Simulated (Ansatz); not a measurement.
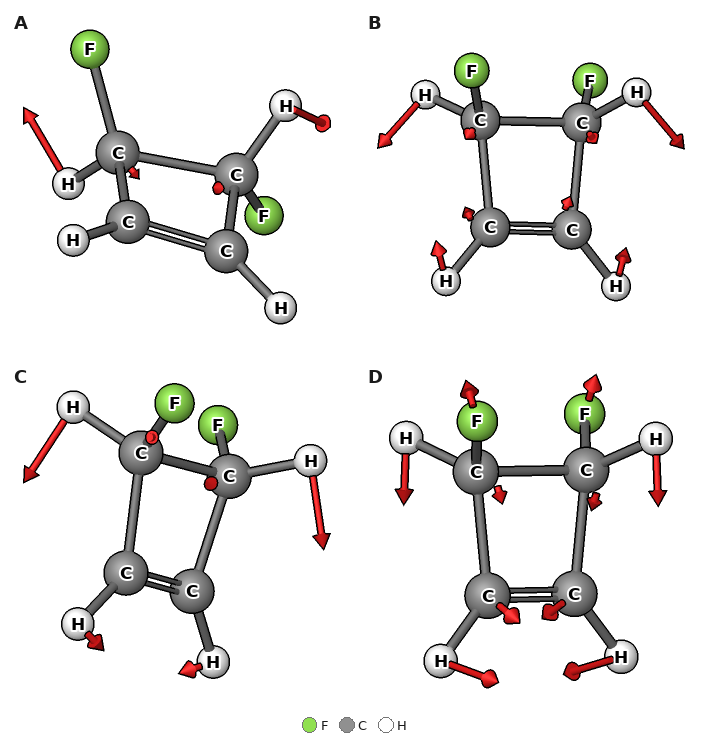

4 normal modes of one molecule or complex, as arrows. Harmonic vibrations computed with RKS PBE0-D4/def2-TZVP (Ansatz 0.2.0) at a stationary point of the same level.

Match the panels to the wavenumbers 181 cm⁻¹, 1029 cm⁻¹, 1228 cm⁻¹, 1382 cm⁻¹.

Answer. A: 1382 cm⁻¹
B: 1029 cm⁻¹
C: 1228 cm⁻¹
D: 181 cm⁻¹
